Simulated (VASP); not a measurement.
Band structure of ZrSe$_{2}$ (1T layered). Method: PBE GGA with D3 dispersion (zero damping), VASP's PBE PAW potentials (set 64) (plane waves; VASP).

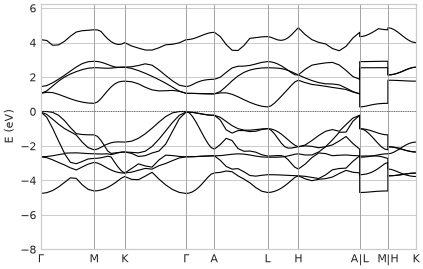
Fig. 1. Bands along high-symmetry lines, zero at the valence-band maximum or, without a gap, the Fermi level

Q: Read the plot: is there a gap, and where are the band edges?

A: The gap is indirect, 0.26 eV, from the valence maximum at Γ to the conduction minimum at L. (Edges off the drawn lines would not show.)

The compound is ZrSe2 in the 1T layered structure. It was relaxed first.
